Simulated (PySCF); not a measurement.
Atomic calculation for Ge⁺

- system: Ge⁺, configuration 1s2 2s2 2p6 3s2 3p6 3d10 4s1 4p1 5s1, multiplicity 4.
- method: unrestricted PBEsol, dyall-av2z, non-relativistic, point nucleus (PySCF)

## Key numbers

| quantity | value |
| --- | --- |
| outcome | converged |
| total energy | −2074.2979 hartree |
| kinetic energy | 2072.8652 hartree |
| ⟨S²⟩ | 3.751 |
| ⟨L²⟩ | 2.14 |
| SCF iterations | 7 |
| hardware | 1 CPU thread, shared host |
| CPU time | 3.5 s (integrals apart) |

## Remarks

The driver held the occupations shell by shell, and empty p levels lie below the filled 5s. This is not the ground configuration of the species.

## Input file
```python
from pyscf import gto, scf, dft, mp, cc
import basis_set_exchange as bse
mol = gto.M(atom="Ge 0 0 0", charge=1, spin=3, symmetry="D2h",
            basis=gto.basis.parse(bse.get_basis("dyall-av2z", elements=["Ge"], fmt="nwchem")))
mf = dft.UKS(mol, xc="PBEsol")
mf.irrep_nelec = {'Ag': (7, 5), 'B1g': (1, 1), 'B2g': (1, 1), 'B3g': (1, 1), 'B1u': (2, 2), 'B2u': (3, 2), 'B3u': (2, 2)}
mf.kernel()
```

The script is an equivalent of what the driver set up; the driver started from orbitals of its own, so the log can be shorter than this script's would be, and it computed the properties (radii, ⟨L²⟩, response) afterwards. It held the occupations shell by shell, which the script's counts by irreducible representation don't always enforce.

## Output (extracts)
```
damping factor = 0
level_shift factor = 0
DIIS = <class 'pyscf.scf.diis.CDIIS'>
diis_start_cycle = 1
diis_space = 10
diis_damp = 0
SCF conv_tol = 1e-09
SCF conv_tol_grad = None
number electrons alpha = 17  beta = 14
XC functionals = PBEsol
    J. P. Perdew, A. Ruzsinszky, G. I. Csonka, O. A. Vydrov, G. E. Scuseria, L. A. Constantin, X. Zhou, and K. Burke.,  Phys. Rev. Lett. 100, 136406 (2008)
    J. P. Perdew, A. Ruzsinszky, G. I. Csonka, O. A. Vydrov, G. E. Scuseria, L. A. Constantin, X. Zhou, and K. Burke.,  Phys. Rev. Lett. 100, 136406 (2008)
cycle= 1 E= -2074.29438555736  delta_E= -0.0279  |g|= 0.177  |ddm|= 0.579
cycle= 2 E= -2074.29121110123  delta_E= 0.00317  |g|= 0.285  |ddm|= 0.205
cycle= 3 E= -2074.29785297234  delta_E= -0.00664  |g|= 0.0169  |ddm|= 0.0775
cycle= 4 E= -2074.29791086423  delta_E= -5.79e-05  |g|= 0.000999  |ddm|= 0.0307
cycle= 5 E= -2074.29792091902  delta_E= -1.01e-05  |g|= 0.000444  |ddm|= 0.02
cycle= 6 E= -2074.29792487545  delta_E= -3.96e-06  |g|= 1.38e-05  |ddm|= 0.0223
cycle= 7 E= -2074.29792487565  delta_E= -1.99e-10  |g|= 3.21e-06  |ddm|= 0.00013
converged SCF energy = -2074.29792487565  <S^2> = 3.7508319  2S+1 = 4.0004159
```

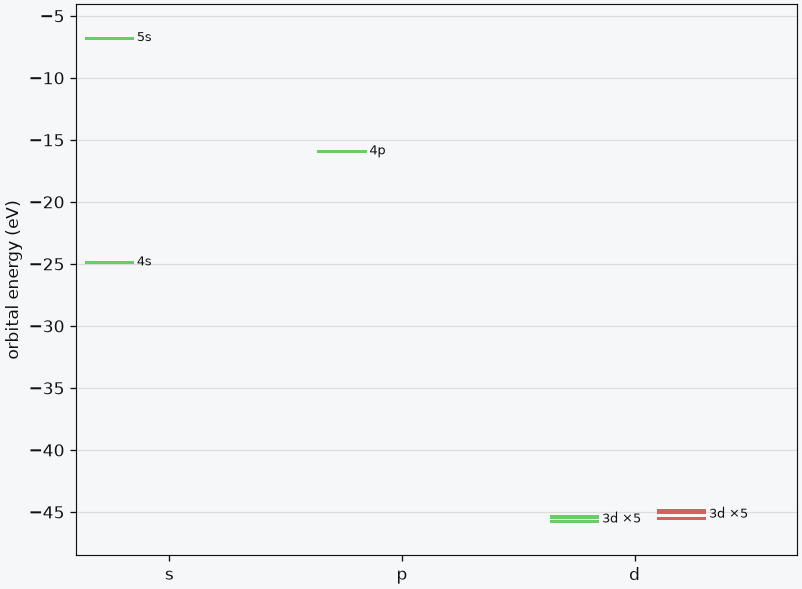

**Figure 1.** Orbital energies of the mean field, from the top down to −45.8 eV, by angular momentum, α spin at the left of each column and β at the right; ×n counts the orbitals under one label. Empty levels that the record names by l alone aren't drawn. The highest filled orbital is 5s α at −6.78 eV, the lowest empty one s β at −22.2 eV.
